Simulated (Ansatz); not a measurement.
# Structural relaxation of a frame of liquid (K,Li)2CO3 from 1000 K (114 atoms), part 3 of 3

Aim: bring a frame of liquid (K,Li)2CO3 from 1000 K (114 atoms) to a nearby minimum of the energy and see what moves.

Ansatz 0.2.0; Kohn-Sham DFT, PBE, PAW (set soft_2), plane waves.

The cell: 19 C, 57 O, 14 K and 24 Li. The starting topology of bonds comes from the classical model. Only the Γ point is sampled, in a cell whose shortest periodic width is 12 Å.

So far, density (g/cm³): step 4 (structure statistics after relaxation) 1.94.

## Step 5: Single point at the relaxed geometry

One more single point at the end of the walk gives the fuller output and checks the residual forces.

File input.yaml:

```yaml
crystal:
  lattice:
    - [11.90089, 0.0224, -0.32957]
    - [0.0224, 11.71855, -0.3907]
    - [-0.32957, -0.3907, 11.38216]
  atoms:
    - { symbol: C, position: [0.34578, 0.07345, 0.43096] }
    - { symbol: O, position: [0.30082, 0.97833, 0.38964] }
    - { symbol: O, position: [0.3586, 0.09463, 0.54504] }
    - { symbol: O, position: [0.38093, 0.14767, 0.36208] }
    - { symbol: C, position: [0.85341, 0.58715, 0.72875] }
    - { symbol: O, position: [0.78545, 0.60608, 0.81378] }
    - { symbol: O, position: [0.90212, 0.67612, 0.68909] }
    - { symbol: O, position: [0.87314, 0.48631, 0.68438] }
    - { symbol: C, position: [0.04903, 0.79445, 0.03701] }
    - { symbol: O, position: [0.08706, 0.76702, 0.14102] }
    - { symbol: O, position: [0.0749, 0.89093, 0.99819] }
    - { symbol: O, position: [0.98606, 0.72164, 0.9718] }
    - { symbol: C, position: [0.13256, 0.7591, 0.50679] }
    - { symbol: O, position: [0.1465, 0.77139, 0.3963] }
    - { symbol: O, position: [0.12398, 0.85115, 0.57667] }
    - { symbol: O, position: [0.12965, 0.6586, 0.54779] }
    - { symbol: C, position: [0.18466, 0.14998, 0.00247] }
    - { symbol: O, position: [0.14453, 0.17832, 0.10304] }
    - { symbol: O, position: [0.11759, 0.1367, 0.90779] }
    - { symbol: O, position: [0.29238, 0.13363, 0.99575] }
    - { symbol: C, position: [0.95856, 0.02371, 0.29371] }
    - { symbol: O, position: [0.91726, 0.12067, 0.26227] }
    - { symbol: O, position: [0.05827, 0.02502, 0.34518] }
    - { symbol: O, position: [0.90059, 0.93061, 0.27882] }
    - { symbol: C, position: [0.88219, 0.60679, 0.33905] }
    - { symbol: O, position: [0.88434, 0.51656, 0.40016] }
    - { symbol: O, position: [0.91568, 0.70268, 0.39203] }
    - { symbol: O, position: [0.84907, 0.59989, 0.22845] }
    - { symbol: C, position: [0.95087, 0.20132, 0.61719] }
    - { symbol: O, position: [0.04064, 0.21854, 0.56282] }
    - { symbol: O, position: [0.94406, 0.23897, 0.72617] }
    - { symbol: O, position: [0.86575, 0.14499, 0.56507] }
    - { symbol: C, position: [0.62757, 0.95022, 0.44803] }
    - { symbol: O, position: [0.63716, 0.0544, 0.41028] }
    - { symbol: O, position: [0.56887, 0.93668, 0.53668] }
    - { symbol: O, position: [0.68069, 0.8687, 0.39356] }
    - { symbol: C, position: [0.58881, 0.04399, 0.09374] }
    - { symbol: O, position: [0.69082, 0.04175, 0.1413] }
    - { symbol: O, position: [0.50446, 0.00971, 0.14898] }
    - { symbol: O, position: [0.56924, 0.0822, 0.99037] }
    - { symbol: C, position: [0.7918, 0.9544, 0.81797] }
    - { symbol: O, position: [0.77504, 0.86722, 0.87757] }
    - { symbol: O, position: [0.89255, 0.99255, 0.80427] }
    - { symbol: O, position: [0.70845, 0.00507, 0.76461] }
    - { symbol: C, position: [0.44864, 0.59918, 0.52452] }
    - { symbol: O, position: [0.39771, 0.54174, 0.60047] }
    - { symbol: O, position: [0.55398, 0.62179, 0.53793] }
    - { symbol: O, position: [0.38673, 0.63315, 0.43531] }
    - { symbol: C, position: [0.39084, 0.84376, 0.85161] }
    - { symbol: O, position: [0.34427, 0.84492, 0.95147] }
    - { symbol: O, position: [0.43079, 0.93741, 0.81479] }
    - { symbol: O, position: [0.39668, 0.74761, 0.78731] }
    - { symbol: C, position: [0.13231, 0.39726, 0.34643] }
    - { symbol: O, position: [0.17189, 0.45555, 0.26703] }
    - { symbol: O, position: [0.04859, 0.3262, 0.32003] }
    - { symbol: O, position: [0.17722, 0.40566, 0.45426] }
    - { symbol: C, position: [0.64007, 0.33256, 0.28018] }
    - { symbol: O, position: [0.63601, 0.44213, 0.2765] }
    - { symbol: O, position: [0.72957, 0.28555, 0.33328] }
    - { symbol: O, position: [0.5607, 0.26754, 0.23313] }
    - { symbol: C, position: [0.84122, 0.35528, 0.02856] }
    - { symbol: O, position: [0.9062, 0.34595, 0.94272] }
    - { symbol: O, position: [0.75032, 0.41676, 0.02131] }
    - { symbol: O, position: [0.86734, 0.3065, 0.12636] }
    - { symbol: C, position: [0.21358, 0.44702, 0.82543] }
    - { symbol: O, position: [0.26547, 0.54545, 0.84697] }
    - { symbol: O, position: [0.1448, 0.41247, 0.89793] }
    - { symbol: O, position: [0.23262, 0.38523, 0.72828] }
    - { symbol: C, position: [0.61567, 0.23914, 0.69876] }
    - { symbol: O, position: [0.69751, 0.27765, 0.76821] }
    - { symbol: O, position: [0.53154, 0.18489, 0.73907] }
    - { symbol: O, position: [0.61365, 0.25004, 0.58526] }
    - { symbol: C, position: [0.53236, 0.60448, 0.02448] }
    - { symbol: O, position: [0.63302, 0.62496, 0.07313] }
    - { symbol: O, position: [0.52513, 0.55768, 0.91652] }
    - { symbol: O, position: [0.44379, 0.62993, 0.08068] }
    - { symbol: K, position: [0.23763, 0.9657, 0.16386] }
    - { symbol: K, position: [0.38799, 0.32223, 0.546] }
    [... 30 atom lines left out ...]
    - { symbol: Li, position: [0.12432, 0.35436, 0.59951] }
    - { symbol: Li, position: [0.01081, 0.22982, 0.171] }
    - { symbol: Li, position: [0.72556, 0.18483, 0.47197] }
    - { symbol: Li, position: [0.15738, 0.93776, 0.43347] }
    - { symbol: Li, position: [0.04145, 0.28162, 0.86959] }
    - { symbol: Li, position: [0.72153, 0.51282, 0.16124] }
kpoints:
  mp_grid: { grid: [1, 1, 1] }
hamiltonian:
  xc: pbe
scf:
  occupations: { method: fermi_dirac, width: 0.025 }
output:
  forces: true
  stress: true
  populations: true
  dos:
    method: { smearing: { sigma: 0.15 } }
    de: 0.1
    projected: { site_lists: { C: [C], K: [K], Li: [Li], O: [O] } }
  eigenvalues: true
  write_density: true
  write_potential: true
  volumetric_format: npy
```

On the command line:

```bash
> ansatz run input.yaml --threads 4 --pin off --max-ram 8192MiB --backend cpu --events-out ev --progress --plain --runs-dir out
```

Numbers of over 12 decimals in the logs are rounded to 6 here.

The log of the run:

```text
[...]
Crystal: 114 atoms, lattice volume = 1584.280 Å³
Basis set: ecut = 420 eV, 30929 PW (Γ), exchange–correlation on 160×160×160 points (8 copies of the dense FFT grid, shifted against one another)
Bands: 422, of which v1, the nominal top of the filled ones, is band 308 counted from 1 (307 counted from 0)
Symmetry: 1 space group operations
[...]
k-points: 1
[...]
SCF iter   1: F=—  HF=-63620.540497 eV  |F-HF|=—  |Δ(HF+E_count)|=         —  Δρ=1.72e-3  dr2=6.01e-2  ethr=1.77e-3  ⟨swp⟩=6.0  Hψ=1809  notcnv=0  defer=52
[...]
SCF iter   9: F=-63620.543974 eV  HF=-63620.543974 eV  |F-HF|=1.50e-8  |Δ(HF+E_count)|=   9.48e-8  Δρ=2.05e-6  dr2=5.33e-8  ethr=1.62e-11  ⟨swp⟩=18.0  Hψ=3559  notcnv=0
SCF 1 converged in 9 iterations: F = -63620.543974 eV  dr2 = 5.33e-8
[...]
SCF converged after 9 iterations
Free energy (F): -63620.543974 eV
[...]
Internal energy: -63620.543974 eV  (E = F + TS)
E sigma→0 (E₀):  -63620.543974 eV
Fermi energy:    4.308537 eV
[...]
--- Forces (eV/Å), atoms counted from 1 ---
  atom   1  C     -0.00003796    -0.00054483    -0.00299580
  atom   2  O     -0.00056681    -0.00443047    -0.00097806
  atom   3  O     -0.00008743     0.00046232     0.00110648
  atom   4  O     -0.00220681     0.00012079    -0.00370082
  atom   5  C      0.00412224    -0.00062375    -0.00041618
  atom   6  O     -0.00213414     0.00201969     0.00447554
  atom   7  O      0.00177221     0.00332799    -0.00421169
  atom   8  O      0.00123477    -0.00230481     0.00019024
  atom   9  C     -0.00121279    -0.00739042    -0.00185234
  atom  10  O      0.00116978     0.00030440    -0.00042742
  atom  11  O      0.00234669     0.00586852     0.00112043
  atom  12  O     -0.00030663     0.00088680    -0.00080805
  atom  13  C     -0.00231433    -0.00583192    -0.00008711
  atom  14  O      0.00105845     0.00701500     0.00121665
[...]
atom 113  Li    -0.00301966     0.00438239     0.00067205
  atom 114  Li     0.00065193    -0.00242230     0.00022258
  max |Σ_I F_I| component: 1.19e-4 eV/Å
--- Stress (GPa, compression-positive) ---
        0.009804       0.003721      -0.005573
        0.003721       0.003760      -0.010861
       -0.005569      -0.010856      -0.006913
  P = ⅓ Tr σ = 0.0022 GPa (0.022 kbar)
--- Band table (eV) ---
[...]
--- Löwdin populations: 114 sites ---
  site symbol       q [e]
     0      C      3.3370
     1      O      6.6516
     2      O      6.6915
[...]
113     Li      2.2420
  spilling = 0.008663 (of n_electrons = 616.000000)
```

The job ended after 27 s (4 threads of AMD EPYC 7R43, shared host; peak memory 2.2 GiB; 1.7 min of CPU time).

The run gave:

```yaml
free_energy: -63620.5440 eV
free_energy_per_atom: -558.0749 eV/atom
scf_cycles: 9
pressure: 0.002217 GPa
r_m_s_force_component: 0.00301 eV/Å
longest_force: 0.01768 eV/Å
fermi_energy: 4.309 eV
spacing_of_highest_filled_and_lowest_empty_level: 3.894 eV
spilling_of_the_projection: 0.008663
```

Löwdin charges by element and coordination (they lack the spilled electrons, 0.047 e an atom on average):

```tsv
element	coordination	atoms	mean charge (e)	spread	least	most
C	all	19	0.658	0.0131	0.638	0.683
K	all	14	0.855	0.0071	0.843	0.866
K	5	2	0.856	8.0e-4	0.855	0.857
K	6	5	0.858	0.0075	0.846	0.866
K	7	4	0.855	0.0073	0.844	0.864
K	8	2	0.857	0.0027	0.855	0.860
K	9	1	0.843	0	0.843	0.843
Li	all	24	0.768	0.0085	0.758	0.793
Li	3	2	0.791	0.0016	0.790	0.793
Li	4	18	0.766	0.0048	0.758	0.777
Li	5	4	0.767	0.0056	0.76	0.775
O	all	57	-0.659	0.0247	-0.723	-0.608
O	3	3	-0.624	0.0172	-0.648	-0.608
O	4	34	-0.655	0.0225	-0.697	-0.615
O	5	17	-0.671	0.0232	-0.723	-0.621
O	6	3	-0.672	0.0067	-0.678	-0.663
```

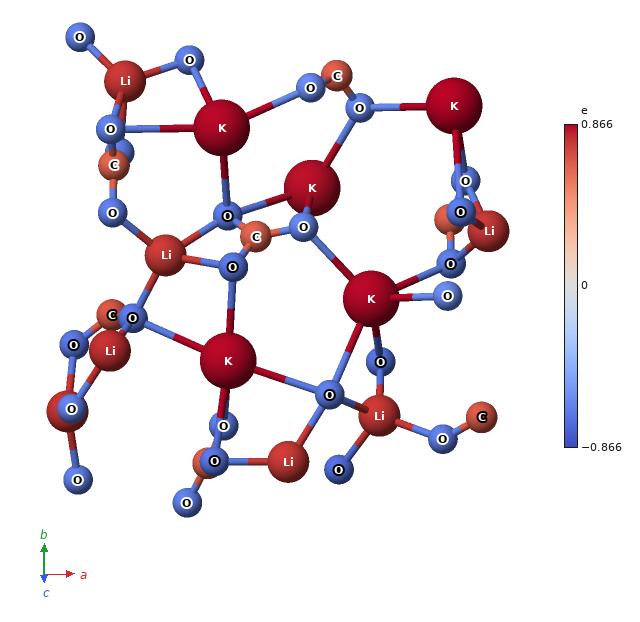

Atoms coloured by Löwdin charge. Drawn is a slice 4 Å thick, seen along the normal of the ab plane.

States in the cell by windows of 1 eV, zero at the Fermi level; the larger projections on atomic orbitals stand beside the total:

```tsv
from (eV)	to (eV)	total	O p	C p	O s	K p
-14	-13	28.8	0.3	0.1	0.0	28.3
-13	-11	0.0	0.0	0.0	0.0	0.0
-11	-10	2.8	1.6	0.0	0.7	0.0
-10	-9	35.2	19.4	0.2	9.8	0.3
-9	-8	32.2	21.2	5.8	3.8	0.1
-8	-7	81.6	51.2	20.6	7.6	0.4
-7	-6	0.2	0.1	0.1	0.0	0.0
-6	-5	0.0	0.0	0.0	0.0	0.0
-5	-4	54.8	51.5	0.2	0.2	0.1
-4	-3	97.0	94.3	0.1	0.1	0.2
-3	-2	36.0	35.4	0.0	0.0	0.0
-2	-1	2.2	2.2	0.0	0.0	0.0
-1	1	0.0	0.0	0.0	0.0	0.0
1	2	1.2	0.0	0.0	0.2	0.0
2	3	5.8	0.7	1.0	0.4	0.0
3	4	49.3	14.0	17.3	1.2	0.1
4	5	25.2	1.8	1.3	1.4	0.1
```

Between -26 and -14 eV lie 169 more states.

About 76 of the 616 electrons lie in deeper levels, below the stored range.

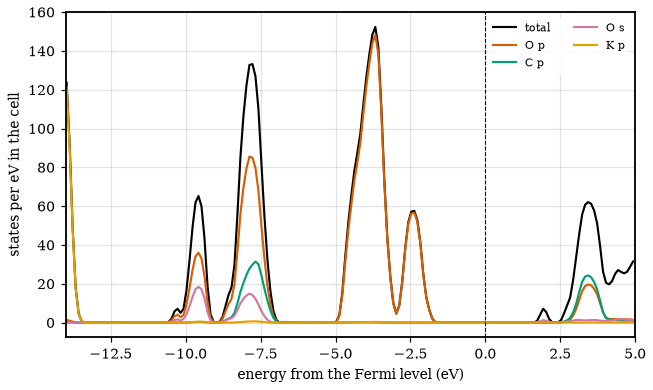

Total and projected density of states, with the broadening of the input.

The levels nearest the highest filled one (over half full), pooled over k-points and spins:

```tsv
level less the highest filled one (eV)	occupation
-0.352	2
-0.275	2
-0.233	2
-0.212	2
-0.190	2
0	2
3.89	0
4.68	0
4.89	0
4.94	0
4.99	0
5.08	0
```

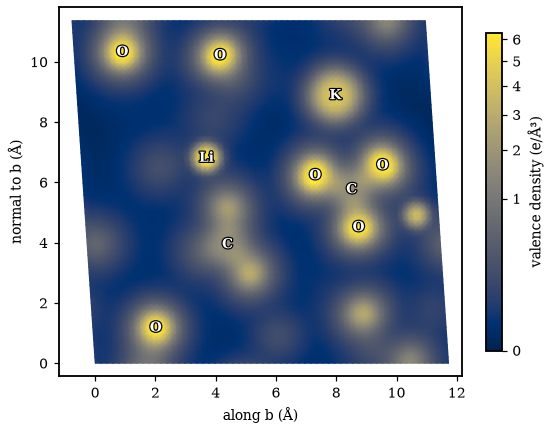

Valence density in the bc plane at fractional x = 0.130, with atoms of C and O and K and Li within 0.2 Å of it. It is the smooth field of the valence electrons, not physical close to the nuclei. The colour scale is stretched toward low values.

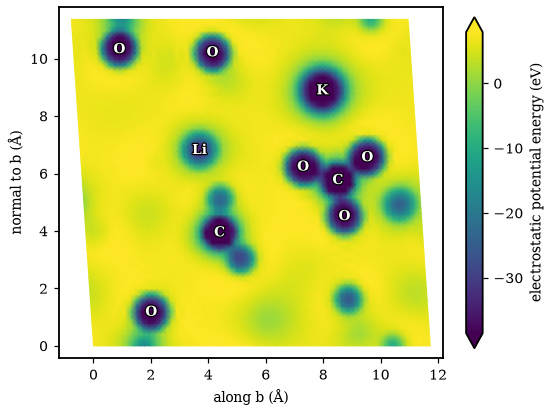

Electrostatic potential energy in the bc plane at fractional x = 0.130, with atoms of C and O and K and Li within 0.2 Å of it. With pseudopotentials it is smooth inside the atoms' cores, unlike the true potential.

Mean Löwdin charges: C +0.66, K +0.86, Li +0.77, O -0.66 e (they miss 0.87 % of the electrons, so they add up to more than the cell's charge).

The surroundings of O52, which has 6 bonded neighbours where the commonest count for O is 4, nearest first, numbered as they follow in the input and with coordinates relative to it.

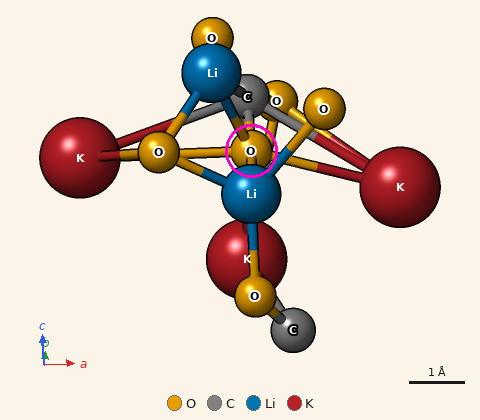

The atoms of the table, within 3.4 Å (arrows a, b, c point along x, y, z); some may hide others; the central atom is ringed.

```tsv
atom	x	y	z	distance (Å)	bonds	Löwdin charge (e)
O52	0.00	0.00	0.00	0.00	6	-0.68
C49	-0.09	1.10	0.70	1.31	3	0.64
Li105	0.06	-2.02	-0.18	2.03	4	0.77
Li107	-0.62	-1.01	1.85	2.20	5	0.77
O50	-0.68	1.08	1.85	2.24	5	-0.62
O51	0.40	2.21	0.23	2.26	6	-0.66
K79	-0.24	1.31	-2.50	2.83	8	0.85
K83	2.68	0.33	-0.89	2.84	7	0.85
O66	-1.59	-2.40	0.80	2.98	4	-0.70
O75	1.48	-2.27	1.50	3.10	5	-0.66
O46	0.07	-2.34	-2.05	3.11	4	-0.69
K81	-3.14	-0.20	0.03	3.15	8	0.86
C45	0.70	-1.64	-2.95	3.45	3	0.64
```

The column of bonds counts only the pairs O-Li within 2.58 Å, O-C within 1.73 Å, O-K within 3.43 Å; other neighbours, such as metal atoms beside each other in a compound, aren't counted, and periodic images can show an atom twice.

## Step 6: Other settings

LDA has no gradient correction and tends to overbind. Changed here: accuracy = "medium", hamiltonian.xc = "lda" and scf.n_extra_bands = 32.

This step: Kohn-Sham DFT, LDA, PAW (set soft_2), plane waves (Ansatz 0.2.0).

File input.yaml:

```yaml
crystal:
  lattice:
    - [11.7456, 0.0, 0.0]
    - [0.0, 11.7456, 0.0]
    - [0.0, 0.0, 11.7456]
  atoms:
    [... the 114 atom lines of step 2 ...]
kpoints:
  mp_grid: { grid: [1, 1, 1] }
hamiltonian:
  xc: lda
scf:
  occupations: { method: fermi_dirac, width: 0.025 }
  n_extra_bands: 32
output:
  forces: true
  stress: true
  populations: true
  dos:
    method: { smearing: { sigma: 0.15 } }
    de: 0.1
    projected: { site_lists: { C: [C], K: [K], Li: [Li], O: [O] } }
  eigenvalues: true
accuracy: medium
```

The log of the run:

```text
[...]
Crystal: 114 atoms, lattice volume = 1620.413 Å³
Basis set: ecut = 420 eV, 31559 PW (Γ)
Bands: 340, of which v1, the nominal top of the filled ones, is band 308 counted from 1 (307 counted from 0)
Symmetry: 1 space group operations
[...]
k-points: 1
[...]
SCF iter   1: F=—  HF=-62094.445899 eV  |F-HF|=—  |Δ(HF+E_count)|=         —  Δρ=1.05e-2  dr2=1.66e0  ethr=1.77e-3  ⟨swp⟩=6.0  Hψ=1463  notcnv=0  defer=18
[...]
SCF iter  11: F=-62093.811716 eV  HF=-62093.811716 eV  |F-HF|=2.27e-8  |Δ(HF+E_count)|=   7.27e-8  Δρ=1.61e-6  dr2=6.66e-8  ethr=1.62e-11  ⟨swp⟩=12.0  Hψ=1988  notcnv=0
SCF 1 converged in 11 iterations: F = -62093.811716 eV  dr2 = 6.66e-8
[...]
SCF converged after 11 iterations
Free energy (F): -62093.811716 eV
[...]
Internal energy: -62093.811716 eV  (E = F + TS)
E sigma→0 (E₀):  -62093.811716 eV
Fermi energy:    3.995468 eV
[...]
--- Forces (eV/Å), atoms counted from 1 ---
  atom   1  C      1.23117734    -2.68255887     0.22536403
  atom   2  O      1.12244158     2.37005399     1.91030818
  atom   3  O     -1.69644190    -0.09149295    -4.02187036
  atom   4  O     -0.59496008     0.47487162     1.10978604
  atom   5  C     -0.28685054     1.92684393     0.82180435
  atom   6  O     -2.25316102     0.13259578     3.41700086
  atom   7  O     -2.41907315     2.81078222    -2.53575028
  atom   8  O      3.96637069    -5.19288086    -1.64938763
  atom   9  C     -2.28702853    -0.11137766     3.89734174
  atom  10  O      0.16693807     0.49705892    -1.29440496
  atom  11  O     -0.13971477     1.68629636     0.38318432
  atom  12  O      2.11610989    -1.76246985    -3.66618083
  atom  13  C     -3.32437358    -1.34597786    -2.58823600
  atom  14  O      2.02890118    -0.23238464    -5.24614743
[...]
atom 113  Li    -0.10581451     0.00790151     0.35797022
  atom 114  Li     0.34295429     0.45661085    -0.76626039
  max |Σ_I F_I| component: 9.80e-5 eV/Å
--- Stress (GPa, compression-positive) ---
       -0.191228      -0.302842      -1.799567
       -0.302842       1.768305       0.108183
       -1.799567       0.108183       2.289835
  P = ⅓ Tr σ = 1.2890 GPa (12.890 kbar)
--- Band table (eV) ---
[...]
--- Löwdin populations: 114 sites ---
  site symbol       q [e]
     0      C      3.3817
     1      O      6.6550
     2      O      6.6820
[...]
113     Li      2.2569
  spilling = 0.009865 (of n_electrons = 616.000000)
```

It took 24 s on 4 threads; peak memory 1.8 GiB.

Geometry and reference: those of the single point at the start.

Forces differ from those of the single point at the start by 317 meV/Å r.m.s., 13 % of their size; the pressure by -5.1 GPa and the gap by -0.14 eV. It took 0.75 times the reference's time (shared host, so rough).

## Step 7: Results

```
energy change in the relaxation                  : -236.5 meV/atom
r.m.s. displacement                              : 0.85 Å
largest displacement                             : 2.09 Å
free energy per atom                             : -558.0749 eV/atom
pressure                                         : 0.002217 GPa
r.m.s. force component                           : 0.00301 eV/Å
gap (highest filled to lowest empty level) : 3.894 eV
wall time of the 4 DFT runs                      : 20 min
```

What this shows: Relaxation lowers the energy by 237 meV/atom and moves atoms by 0.85 Å r.m.s.; the r.m.s. force component goes from 2.5 to 0.0030 eV/Å, the pressure goes from 6.4 to 0.0022 GPa, and the gap from 1.78 to 3.89 eV. Displacements are taken in the final cell, so they leave out its strain. By the final cutoffs 48 of 253 bonded pairs parted and 43 joined. The cell shrank by 2.2 % in volume. From the first step to the last the energy fell by 26.965 eV, across changes of basis, and the largest move was 2.09 Å (O11). The O-Li bonds change most in mean length: from 2.149 Å (spread 0.196) to 2.008 Å (spread 0.102), and their number from 108 to 98. With the cutoffs above, all C atoms have 3, 36 % of K atoms have 6, 75 % of Li atoms have 4 and 60 % of O atoms have 4 bonded neighbours. The highest filled and lowest empty levels differ by 3.89 eV (at Γ alone); a semilocal functional tends to put such gaps too low. In a disordered cell it changes from sample to sample and from frame to frame.

**Limits.** The starting topology of bonds comes from the classical model; in DFT 48 of its 253 bonded pairs passed out of the cutoffs and 43 came within them.

[Logs are printed without paths, hosts, clocks, repeated set-up lines and the standing remarks that a program may print on its own settings, such as how far it seeks lower states.]

[Hosts, paths, dates, database ids (printed as entryN), source tags and the programs' standing remarks are cut or masked in the printed files.]
